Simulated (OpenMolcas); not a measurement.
# C2H9NSi (SMILES CN(C)[SiH3]): levels of theory compared

Aim: a comparison of 6 runs (B3LYP/6-31G*, BHLYP/6-31G*, BLYP/6-31G*, M06-L/6-31G*, r2SCAN/6-31G*) of C2H9NSi. 

The calculation is run with OpenMolcas 26.06.

**1. The structure to begin with**

The species is C2H9NSi (13 atoms), meant as a singlet with charge 0. As SMILES, `CN(C)[SiH3]`. The C3–H9 distance was set to 1.651 Å, away from the relaxed value. At this shape a bond of the SMILES string is far longer than usual.

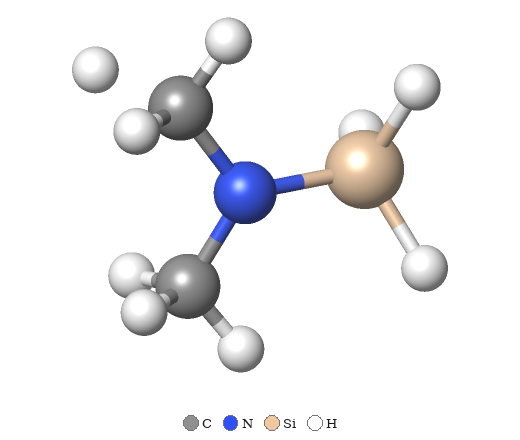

Viewed from a chosen angle; carbon grey, nitrogen blue, silicon light orange, hydrogen white.

**2. The energy at B3LYP/6-31G(d) (spherical functions) (run 1)**

File test.input:

```
&gateway
baslib = $CurrDir
coord
13
angstrom
C       -1.159777       0.950758      -0.121384
N       -0.370677       0.000658       0.622916
C        0.950923       0.476058       0.949716
Si      -0.710777      -1.681142       0.547916
H       -0.722477       1.191758      -1.102484
H       -1.253877       1.890758       0.436616
H       -2.167077       0.562958      -0.289384
H        0.891023       1.408358       1.525016
H        1.870100       0.778300      -0.388400
H        1.480723      -0.257442       1.561716
H       -0.237677      -2.376042      -0.691084
H       -2.186077      -1.853042       0.613016
H       -0.040777      -2.335442       1.702716
basis = 6-31Gs
group = NoSym
&seward
gridinput
Grid=UltraFine
End of Grid
&scf
ksdft = B3LYP
thresholds = 1e-10 1e-07 1e-07 1e-05
prorbitals = 1 2
```

The basis set 6-31G* is read from a file made from the Basis Set Exchange's data (not shown).

On the command line:

```bash
$ export MOLCAS_MEM=1860
$ pymolcas test.input > test.log
```

The log of the run:

```text
--- Start Module: gateway ---
[...]
--- Stop Module: gateway /rc=_RC_ALL_IS_WELL_ ---
--- Start Module: seward ---
[...]
      Basis functions           78
--- Stop Module: seward /rc=_RC_ALL_IS_WELL_ ---
[...]
--- Start Module: scf ---
[...]
       Convergence after  14 Iterations
[...]
::    Total KS-DFT energy                            -425.8040486637
[...]
      Total spin, S                                     0.0000000000
[...]
      Total electronic charge=   42.000000
      Total            charge=   -0.000000
[...]
      Dipole Moment (debye):
      Origin of the operator (angstrom)=   -0.3993   -0.4117    0.4981
                   X= -6.9358E-01               Y=  4.3308E-01               Z=  3.8446E-01           Total=  9.0356E-01
      Quadrupole Moment (debye*angstrom):
[...]
--- Stop Module: scf /rc=_RC_ALL_IS_WELL_ ---
[...]
```

Wall time 21 s (1 thread of Intel Xeon 6975P-C (Granite Rapids), shared host); peak memory 0.44 GiB.

**3. The energy at BHLYP/6-31G(d) (spherical functions) (run 2)**

File calc.input:

```
&GATEWAY
  BasLib=$CurrDir
  BasisSet
  C.6-31Gs....
  C1 -1.159777 0.950758 -0.121384 angstrom
  C3 0.950923 0.476058 0.949716 angstrom
  End of Basis
  BasisSet
  N.6-31Gs....
  N2 -0.370677 0.000658 0.622916 angstrom
  End of Basis
  BasisSet
  Si.6-31Gs....
  Si4 -0.710777 -1.681142 0.547916 angstrom
  End of Basis
  BasisSet
  H.6-31Gs....
  H5 -0.722477 1.191758 -1.102484 angstrom
  H6 -1.253877 1.890758 0.436616 angstrom
  H7 -2.167077 0.562958 -0.289384 angstrom
  H8 0.891023 1.408358 1.525016 angstrom
  H9 1.870100 0.778300 -0.388400 angstrom
  H10 1.480723 -0.257442 1.561716 angstrom
  H11 -0.237677 -2.376042 -0.691084 angstrom
  H12 -2.186077 -1.853042 0.613016 angstrom
  H13 -0.040777 -2.335442 1.702716 angstrom
  End of Basis

&SEWARD
  GridInput
  Grid=UltraFine
  End of Grid

&SCF
  KSDFT=HYB_GGA_XC_BHANDHLYP
  Thresholds=1e-10 1e-07 1e-07 1e-05
  PrOrbitals=1 1
```

The basis set 6-31G* is read from a file made from the Basis Set Exchange's data (not shown).

On the command line:

```bash
$ export MOLCAS_MEM=1860
$ pymolcas calc.input > calc.log
```

The log of the run:

```text
--- Start Module: gateway ---
[...]
--- Stop Module: gateway /rc=_RC_ALL_IS_WELL_ ---
--- Start Module: seward ---
[...]
      Basis functions           78
--- Stop Module: seward /rc=_RC_ALL_IS_WELL_ ---
[...]
--- Start Module: scf ---
[...]
       Convergence after  13 Iterations
[...]
::    Total KS-DFT energy                            -425.6839454835
[...]
      Total spin, S                                     0.0000000000
[...]
      Total electronic charge=   42.000000
      Total            charge=   -0.000000
[...]
      Dipole Moment (debye):
      Origin of the operator (angstrom)=   -0.3993   -0.4117    0.4981
                   X= -6.1370E-01               Y=  4.4863E-01               Z=  3.7049E-01           Total=  8.4568E-01
      Quadrupole Moment (debye*angstrom):
[...]
--- Stop Module: scf /rc=_RC_ALL_IS_WELL_ ---
[...]
```

It took 22 s on 1 thread of Intel Xeon 6975P-C (Granite Rapids), shared host; peak memory 0.44 GiB.

Runs 3 to 4 aren't shown in full; the table further down has their settings and results.

**4. A single-point energy at r2SCAN/6-31G(d) (spherical functions) (run 5)**

File mol.inp:

```
&GATEWAY
  BASLIB
  $CurrDir
  COORD
  13
  angstrom
  C       -1.159777       0.950758      -0.121384
  N       -0.370677       0.000658       0.622916
  C        0.950923       0.476058       0.949716
  Si      -0.710777      -1.681142       0.547916
  H       -0.722477       1.191758      -1.102484
  H       -1.253877       1.890758       0.436616
  H       -2.167077       0.562958      -0.289384
  H        0.891023       1.408358       1.525016
  H        1.870100       0.778300      -0.388400
  H        1.480723      -0.257442       1.561716
  H       -0.237677      -2.376042      -0.691084
  H       -2.186077      -1.853042       0.613016
  H       -0.040777      -2.335442       1.702716
  BASIS
  6-31Gs
  GROUP
  NoSym

&SEWARD
  GRIDINPUT
  Grid=UltraFine
  End of Grid

&SCF
  KSDFT
  2
  1.0 MGGA_X_R2SCAN
  1.0 MGGA_C_R2SCAN
  THRESHOLDS
  1e-10 1e-07 1e-07 1e-05
  PRORBITALS
  0
```

The basis set 6-31G* is read from a file made from the Basis Set Exchange's data (not shown).

On the command line:

```bash
$ export MOLCAS_MEM=1860
$ pymolcas mol.inp > mol.log
```

The log of the run:

```text
--- Start Module: gateway ---
[...]
--- Stop Module: gateway /rc=_RC_ALL_IS_WELL_ ---
--- Start Module: seward ---
[...]
      Basis functions           78
--- Stop Module: seward /rc=_RC_ALL_IS_WELL_ ---
[...]
--- Start Module: scf ---
[...]
       Convergence after  15 Iterations
[...]
::    Total KS-DFT energy                            -425.6608105696
[...]
      Total spin, S                                     0.0000000000
[...]
      Total electronic charge=   42.000000
      Total            charge=   -0.000000
[...]
      Dipole Moment (debye):
      Origin of the operator (angstrom)=   -0.3993   -0.4117    0.4981
                   X= -7.3308E-01               Y=  4.6430E-01               Z=  3.8134E-01           Total=  9.4784E-01
      Quadrupole Moment (debye*angstrom):
[...]
--- Stop Module: scf /rc=_RC_ALL_IS_WELL_ ---
[...]
```

Run time: 32 s. Hardware: 1 thread of Intel Xeon 6975P-C (Granite Rapids), shared host; peak memory 0.44 GiB.

**5. The energy at B3LYP/6-31G(d) (Cartesian functions) (run 6)**

File calc.inp:

```
&GATEWAY
 BasLib
 $CurrDir
 Coord
 13
 bohr
 C     -2.19166090     1.79667223    -0.22938252
 N     -0.70047801     0.00124344     1.17714064
 C      1.79698404     0.89961924     1.79470314
 Si    -1.34317387    -3.17689796     1.03541118
 H     -1.36528366     2.25209623    -2.08339282
 H     -2.36948412     3.57301479     0.82508466
 H     -4.09518202     1.06383644    -0.54685650
 H      1.68378944     2.66141091     2.88186258
 H      3.53397683     1.47077384    -0.73396963
 H      2.79816094    -0.48649487     2.95121552
 H     -0.44914444    -4.49006864    -1.30595949
 H     -4.13108682    -3.50174188     1.15843235
 H     -0.07705736    -4.41334576     3.21766691
 Basis
 6-31Gs
 Group
 NoSym

&SEWARD
 GridInput
 Grid=UltraFine
 End of Grid

&SCF
 KSDFT
 B3LYP
 Thresholds
 1e-10 1e-07 1e-07 1e-05
 PrOrbitals
 1 1
```

The basis set 6-31G* is read from a file made from the Basis Set Exchange's data (not shown).

On the command line:

```bash
$ export MOLCAS_MEM=1860
$ pymolcas calc.inp > calc.log
```

The log of the run:

```text
--- Start Module: gateway ---
[...]
--- Stop Module: gateway /rc=_RC_ALL_IS_WELL_ ---
--- Start Module: seward ---
[...]
      Basis functions           82
--- Stop Module: seward /rc=_RC_ALL_IS_WELL_ ---
[...]
--- Start Module: scf ---
[...]
       Convergence after  14 Iterations
[...]
::    Total KS-DFT energy                            -425.8081509410
[...]
      Total spin, S                                     0.0000000000
[...]
      Total electronic charge=   42.000000
      Total            charge=   -0.000000
[...]
      Dipole Moment (debye):
      Origin of the operator (angstrom)=   -0.3993   -0.4117    0.4981
                   X= -6.9361E-01               Y=  4.3233E-01               Z=  3.8342E-01           Total=  9.0278E-01
      Quadrupole Moment (debye*angstrom):
[...]
--- Stop Module: scf /rc=_RC_ALL_IS_WELL_ ---
[...]
```

Run time: 26 s. Hardware: 1 thread of Intel Xeon 6975P-C (Granite Rapids), shared host; peak memory 0.45 GiB.

**6. The series**

```csv
run,level,Cartesian functions,energy (Eh),dipole moment (D),HOMO energy (eV),LUMO energy (eV),wall time
1,B3LYP/6-31G* (spherical functions),no,-425.804049,0.90,-6.08,0.25,21 s
2,BHLYP/6-31G* (spherical functions),no,-425.683945,0.85,-7.45,1.52,22 s
3,BLYP/6-31G* (spherical functions),no,-425.692122,0.97,-4.94,-0.35,22 s
4,M06-L/6-31G* (spherical functions),no,-425.755620,0.92,-5.41,-0.28,32 s
5,r2SCAN/6-31G* (spherical functions),no,-425.660811,0.95,-5.35,-0.28,32 s
6,B3LYP/6-31G* (Cartesian functions),yes,-425.808151,0.90,-6.08,0.24,26 s
```

**7. Summary of results**

| quantity | value |
| --- | --- |
| run 6: total energy | -425.80815 Eh |
| run 6: dipole moment | 0.90 D |
| run 6: HOMO energy | -6.08 eV |
| run 6: LUMO energy | 0.24 eV |
| run 6: HOMO–LUMO gap | 6.33 eV |

In words: The dipole moment (its size) runs from 0.85 D (BHLYP/6-31G*) to 0.97 D (BLYP/6-31G*). The HOMO–LUMO gap runs from 4.58 eV (BLYP/6-31G*) to 8.97 eV (BHLYP/6-31G*). Totals of different functionals can't be ranked against each other. All runs together took 2.6 min, the longest 32 s.
